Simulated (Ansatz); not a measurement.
**ScAl3: pressure series**

The parent structure is ScAl3 in the Cu3Au type structure (space group Pm-3m, No. 221; a = 4.086 Å).

Cell and atoms are relaxed at each pressure.

All numbers come from r2SCAN in Ansatz (plane waves to 500 eV, PAW, no spin-orbit coupling).

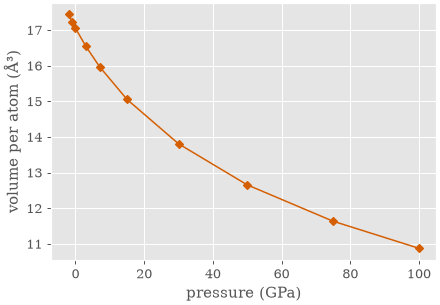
Figure. Volume per atom against pressure

**Question.** From the plot, what is the volume per atom for pressure 50 GPa?

**Answer.** About 12.7 Å³.

**Question.** Is the trend monotonic over the range shown?

**Answer.** Yes, it falls throughout, spanning 10.88 Å³ to 17.44 Å³.

Load acts through the strain it causes; cell and atoms are relaxed under it. Whether these cells are dynamically stable was not tested. No other phases were tried under pressure. The final runs are not spin-polarised.

Ansatz is a quantum-chemistry and plane-wave program.
